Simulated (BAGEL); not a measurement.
**CH5AlOS (SMILES C[O][AlH][SH]) at HF/STO-3G (density fitting with qzvpp-jkfit)**

What is the vertical ionisation energy of CH5AlOS at HF/STO-3G (density fitting with qzvpp-jkfit)? 

The results are computed with BAGEL 1.2.2.

1 further run of the same task is left out (set aside as unsound or not needed). Runs told in other sessions of the task aren't counted.

## Step 1: The system as given

CH5AlOS has 9 atoms, charge 0, and is taken as a singlet. As SMILES, `C[O][AlH][SH]`. Geometry: relaxed at PBE0-D4/def2-TZVP. This is one conformer, not always the lowest.

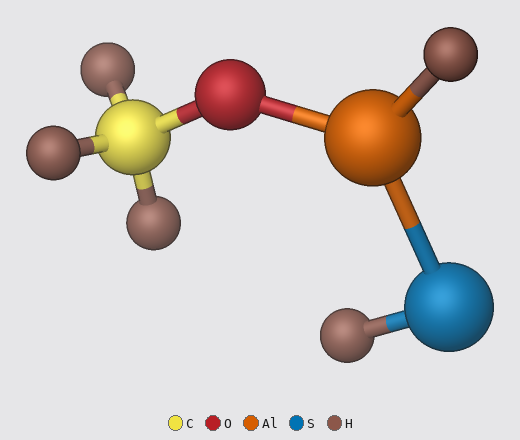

Viewed from a chosen angle; carbon yellow, oxygen red, aluminium orange, sulfur blue, hydrogen brown.

## Step 2: A single-point energy at HF/STO-3G (density fitting with qzvpp-jkfit)

File input.json:

```json
{ "bagel" : [

{
  "title" : "molecule",
  "basis" : "sto-3g",
  "df_basis" : "qzvpp-jkfit",
  "angstrom" : "true",
  "geometry" : [
    { "atom" : "C", "xyz" : [    0.612900,    1.288100,    0.163300 ] },
    { "atom" : "O", "xyz" : [    0.207400,    0.389900,   -0.822800 ] },
    { "atom" : "Al", "xyz" : [   -0.503200,   -1.128100,   -0.920600 ] },
    { "atom" : "S", "xyz" : [   -1.045300,   -2.228800,    0.887900 ] },
    { "atom" : "H", "xyz" : [    0.400200,    0.928300,    1.178600 ] },
    { "atom" : "H", "xyz" : [    1.690300,    1.468000,    0.089900 ] },
    { "atom" : "H", "xyz" : [    0.100100,    2.246400,    0.033100 ] },
    { "atom" : "H", "xyz" : [   -0.773800,   -1.748500,   -2.336000 ] },
    { "atom" : "H", "xyz" : [   -0.600000,   -1.261900,    1.709600 ] }
  ]
},
{
  "title" : "hf"
},
{
  "title" : "print",
  "file" : "orbitals.molden",
  "orbitals" : "true"
}

]}
```

On the command line:

```
$ BAGEL_NUM_THREADS=1 BAGEL input.json > input.out
```

What it wrote:

```text
* using 1 threads per process

  ===============================================================
  ===============================================================

  *** Geometry ***

  { "atom" : "C", "xyz" : [      1.158213,      2.434156,      0.308592 ] },
  { "atom" : "O", "xyz" : [      0.391929,      0.736804,     -1.554867 ] },
  { "atom" : "Al", "xyz" : [     -0.950910,     -2.131800,     -1.739682 ] },
  { "atom" : "S", "xyz" : [     -1.975331,     -4.211822,      1.677888 ] },
  { "atom" : "H", "xyz" : [      0.756268,      1.754233,      2.227231 ] },
  { "atom" : "H", "xyz" : [      3.194204,      2.774118,      0.169886 ] },
  { "atom" : "H", "xyz" : [      0.189162,      4.245081,      0.062550 ] },
  { "atom" : "H", "xyz" : [     -1.462270,     -3.304186,     -4.414400 ] },
  { "atom" : "H", "xyz" : [     -1.133836,     -2.384645,      3.230676 ] },

  Number of auxiliary basis functions:      498

  Since a DF basis is specified, we compute 2- and 3-index integrals:
    o Being stored without compression. Storage requirement is 0.004 GB

  Number of basis functions:       33
  Number of electrons      :       48

    * METHOD: MOLECULE                             0.19

  *** RHF ***

  === Nuclear Repulsion ===
   198.0351952400

      * DIIS with orbital gradients will be used.

  === RHF iteration (sto-3g) ===
      0       -746.31401425          0.01580505           0.02
      1       -746.40526987          0.00430132           0.02
      2       -746.41155757          0.00087241           0.02
      3       -746.41193518          0.00014516           0.02
      4       -746.41194894          0.00003348           0.02
      5       -746.41194965          0.00000654           0.02
      6       -746.41194968          0.00000093           0.02
      7       -746.41194968          0.00000023           0.02
      8       -746.41194968          0.00000006           0.02
      9       -746.41194968          0.00000002           0.02
     10       -746.41194968          0.00000000           0.02
    * SCF iteration converged.

    * Permanent dipole moment:
           (   -0.149984,    -0.318989,     0.042674) a.u.

    * METHOD: HF                                   0.35

    * METHOD: PRINT                                0.00

  ===============================================================
```

Run time: 0.66 s. Hardware: 1 thread of Arm Neoverse V1, shared host.

## Step 3: The doublet cation at the same level

File input.json:

```json
{ "bagel" : [

{
  "title" : "molecule",
  "basis" : "sto-3g",
  "df_basis" : "qzvpp-jkfit",
  "angstrom" : true,
  "geometry" : [
    { "atom" : "C", "xyz" : [       0.612900,       1.288100,       0.163300 ] },
    { "atom" : "O", "xyz" : [       0.207400,       0.389900,      -0.822800 ] },
    { "atom" : "Al", "xyz" : [      -0.503200,      -1.128100,      -0.920600 ] },
    { "atom" : "S", "xyz" : [      -1.045300,      -2.228800,       0.887900 ] },
    { "atom" : "H", "xyz" : [       0.400200,       0.928300,       1.178600 ] },
    { "atom" : "H", "xyz" : [       1.690300,       1.468000,       0.089900 ] },
    { "atom" : "H", "xyz" : [       0.100100,       2.246400,       0.033100 ] },
    { "atom" : "H", "xyz" : [      -0.773800,      -1.748500,      -2.336000 ] },
    { "atom" : "H", "xyz" : [      -0.600000,      -1.261900,       1.709600 ] }
  ]
},

{
  "title" : "uhf",
  "charge" : 1,
  "nopen" : 1
},

{
  "title" : "print",
  "file" : "orbitals.molden",
  "orbitals" : true
}

]}
```

On the command line:

```
$ BAGEL_NUM_THREADS=1 BAGEL input.json > input.out
```

What it wrote:

```text
* using 1 threads per process

  ===============================================================
  ===============================================================

  *** Geometry ***

  { "atom" : "C", "xyz" : [      1.158213,      2.434156,      0.308592 ] },
  { "atom" : "O", "xyz" : [      0.391929,      0.736804,     -1.554867 ] },
  { "atom" : "Al", "xyz" : [     -0.950910,     -2.131800,     -1.739682 ] },
  { "atom" : "S", "xyz" : [     -1.975331,     -4.211822,      1.677888 ] },
  { "atom" : "H", "xyz" : [      0.756268,      1.754233,      2.227231 ] },
  { "atom" : "H", "xyz" : [      3.194204,      2.774118,      0.169886 ] },
  { "atom" : "H", "xyz" : [      0.189162,      4.245081,      0.062550 ] },
  { "atom" : "H", "xyz" : [     -1.462270,     -3.304186,     -4.414400 ] },
  { "atom" : "H", "xyz" : [     -1.133836,     -2.384645,      3.230676 ] },

  Number of auxiliary basis functions:      498

  Since a DF basis is specified, we compute 2- and 3-index integrals:
    o Being stored without compression. Storage requirement is 0.004 GB

  Number of basis functions:       33
  Number of electrons      :       48

    * METHOD: MOLECULE                             0.18

  *** Open-shell HF ***

  === Nuclear Repulsion ===
   198.0351952400

      * DIIS with orbital gradients will be used.

  === UHF iteration (sto-3g) ===
      0       -746.11454730          0.03083873           0.05
      1       -746.19753709          0.01279129           0.05
      2       -746.20956360          0.00534927           0.04
      3       -746.21195964          0.00065682           0.04
      4       -746.21215754          0.00014676           0.05
      5       -746.21218625          0.00006785           0.05
      6       -746.21219896          0.00001566           0.05
      7       -746.21220091          0.00000513           0.04
      8       -746.21220157          0.00000184           0.04
      9       -746.21220171          0.00000102           0.04
     10       -746.21220179          0.00000067           0.05
     11       -746.21220182          0.00000030           0.05
     12       -746.21220182          0.00000021           0.05
     13       -746.21220182          0.00000016           0.05
     14       -746.21220182          0.00000009           0.05
     15       -746.21220182          0.00000003           0.05
     16       -746.21220182          0.00000001           0.04
     17       -746.21220182          0.00000001           0.04
    * SCF iteration converged.

    * S^2 (UHF) is 0.7556

    * Permanent dipole moment:
           (    0.608257,     1.268598,    -1.023388) a.u.

    * METHOD: UHF                                  0.92

    * METHOD: PRINT                                0.00

  ===============================================================
```

Wall time 1.2 s (1 thread of Arm Neoverse V1, shared host).

## Step 4: Results

At HF/STO-3G (density fitting with qzvpp-jkfit):

| quantity | value |
| --- | --- |
| singlet CH5AlOS: total energy | -746.41195 Eh |
| singlet CH5AlOS: dipole moment | 0.90 D |
| singlet CH5AlOS: HOMO energy | -6.72 eV |
| singlet CH5AlOS: LUMO energy | 9.24 eV |
| singlet CH5AlOS: HOMO–LUMO gap | 15.96 eV |
| doublet cation: total energy | -746.21220 Eh |
| doublet cation: ⟨S²⟩ | 0.756 |
| vertical ionisation energy (to the doublet cation) | 5.435 eV |

In words: Removing an electron at fixed nuclei costs 5.44 eV (524 kJ/mol). The negative HOMO energy of the first species, 6.72 eV, lies 1.28 eV above that difference. In a minimal basis such a difference can be off by several eV, whatever the method.
